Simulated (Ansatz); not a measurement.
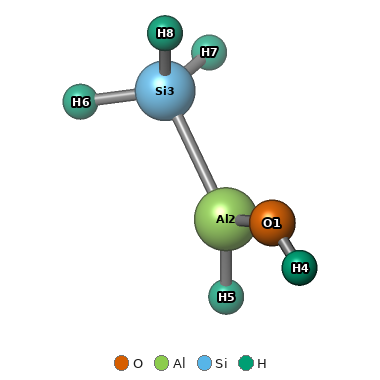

The system is AlH₅OSi (SMILES [OH][AlH][SiH3]) with the probe HF; the picture shows it without the atoms that are moved over the map. The probe is moved over a plane parallel to the molecule's main plane, 3.99 Å above it. The first coordinate is: x of the probe's F atom; the second: y of the probe's F atom. Nothing is relaxed (molecule and probe rigid, the probe upright with F nearest the plane). Grid: 15 × 13 points. Points are written as (first, second). All energies are given in kJ/mol relative to the lowest grid point. Level of theory: RKS CAM-B3LYP-D4/def2-SVPD (Ansatz).

Range: x of the probe's F atom from −4.13 to 4.13 Å; y of the probe's F atom from −3.54 to 3.54 Å.

What will the energy surface look like?

Answer. The lowest grid point is at (0.00 Å, 0.59 Å). No other kind of well shows on this grid. The highest grid point, (1.77 Å, −3.54 Å), lies 6.8 kJ/mol above the lowest. Near the minimum the curvatures are about 0.018 and 0.024 eV/Å² along the soft and the stiff direction.

```tsv
y of the probe's F atom ↓, x of the probe's F atom →	−4.13	−3.54	−2.95	−2.36	−1.77	−1.18	−0.59	0.00	0.59	1.18	1.77	2.36	2.95	3.54	4.13
3.54	6.0	5.8	5.6	5.3	5.0	4.8	4.6	4.5	4.6	4.8	5.0	5.2	5.4	5.5	5.6
2.95	5.9	5.6	5.3	4.9	4.4	4.0	3.7	3.5	3.6	3.9	4.2	4.6	4.9	5.2	5.3
2.36	5.7	5.4	4.9	4.4	3.7	3.1	2.5	2.2	2.3	2.7	3.3	3.9	4.4	4.8	5.1
1.77	5.6	5.0	4.4	3.8	3.0	2.2	1.4	1.0	1.1	1.7	2.5	3.3	4.0	4.5	4.8
1.18	5.4	4.7	4.0	3.3	2.5	1.5	0.6	0.2	0.3	1.0	2.0	3.0	3.7	4.3	4.6
0.59	5.2	4.4	3.7	3.0	2.2	1.2	0.4	0.0	0.2	1.0	2.0	3.0	3.7	4.2	4.6
0.00	5.2	4.5	3.8	3.2	2.5	1.5	0.8	0.5	0.9	1.6	2.6	3.4	4.0	4.4	4.7
−0.59	5.5	4.9	4.3	3.7	3.0	2.3	1.7	1.6	2.0	2.7	3.5	4.1	4.6	4.8	5.0
−1.18	5.8	5.3	4.9	4.3	3.8	3.2	2.9	3.0	3.4	4.0	4.5	5.0	5.2	5.3	5.4
−1.77	6.1	5.8	5.4	4.9	4.5	4.2	4.1	4.3	4.7	5.1	5.5	5.7	5.8	5.8	5.7
−2.36	6.3	6.1	5.8	5.5	5.3	5.1	5.2	5.3	5.6	6.0	6.2	6.3	6.3	6.2	6.1
−2.95	6.4	6.3	6.2	6.0	5.9	5.8	5.9	6.0	6.3	6.5	6.6	6.6	6.6	6.4	6.3
−3.54	6.5	6.5	6.4	6.3	6.3	6.3	6.3	6.5	6.6	6.8	6.8	6.8	6.7	6.6	6.4
```

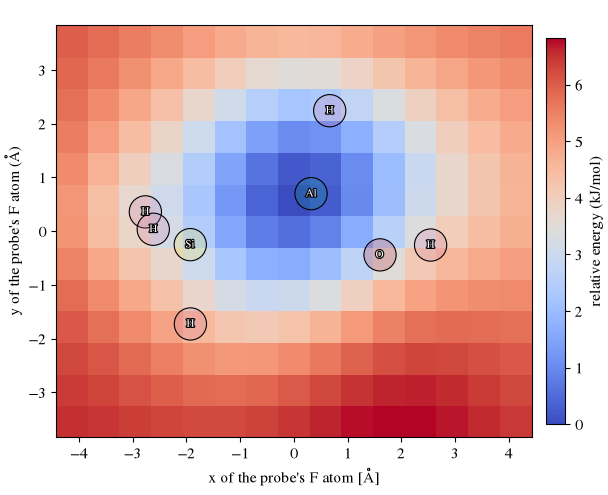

In the figure: one coloured cell a grid point, labelled circles for the molecule's atoms, projected on the plane.

Each point was launched as `ansatz run input.yaml --threads 1 --pin off --max-ram 2560MiB --backend cpu --events-out ev --progress --plain --runs-dir out`. The whole map (195 points run) took 47 min on 1 thread of Arm Neoverse N1 (shared host).
